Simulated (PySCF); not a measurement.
LiO₄Ru, charge +1, SMILES `[Li+].O=[Ru](=O)(=O)=O`.

PySCF calculation, r2SCAN/def2-SVPD, gas phase; geometry: GFN2-xTB. Core potentials replace the inner electrons of Ru; spin–orbit coupling isn't included. GFN2-xTB bond lengths at metals and heavier atoms can be off by up to 0.1 Å and shapes distorted, which carries into these values.

Coordinates in Å:

```
Li1     -3.2306   -0.0010    0.0003
O2       0.6524    1.4898    0.1992
Ru3      0.1408    0.0000    0.0000
O4       0.6535   -0.5720   -1.3894
O5       0.6540   -0.9172    1.1901
O6      -1.5227   -0.0003   -0.0001
```

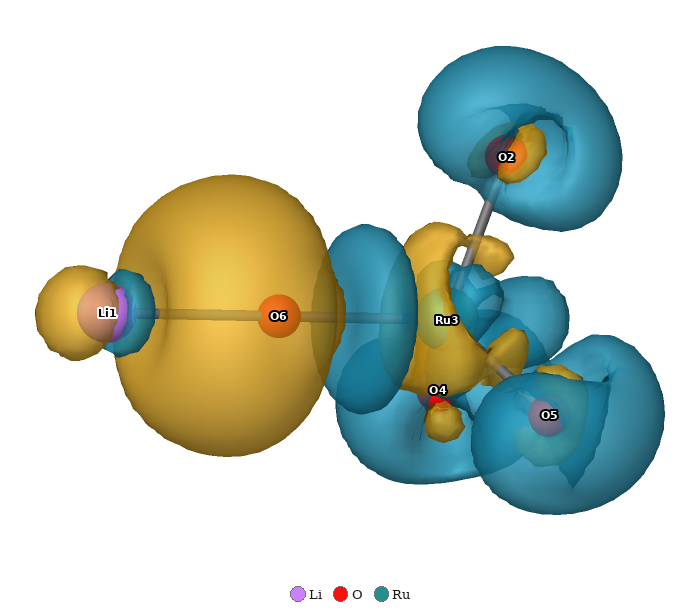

Density of the complex less the densities of the two fragments at the same geometry, ±0.01 e/Å³ (yellow: gain, teal: loss). Fragment A: Li(+1) (atom 1); fragment B: RuO4.

### Which way does charge flow?

Hirshfeld charges show 0.054 e passing from B to A. By Hirshfeld charges, electrons gather most on O6 (−0.230 e) and leave O2, O4 and O5 alike most (+0.079 e); 0.35 e is displaced in all.

### What is the interaction energy, and which contacts carry it?

The counterpoise-corrected interaction energy of the frozen fragments is −22.4 kcal/mol without dispersion correction and −22.7 kcal/mol with D3(BJ). D3 uses neutral-atom coefficients and tends to overbind metal cations. The pair geometry is semi-empirical, not a minimum at this level. Contacts: Li1···O6, 1.71 Å, ρ = 0.049 a.u. The pose is a local one from a semi-empirical search, not shown to be the most stable.
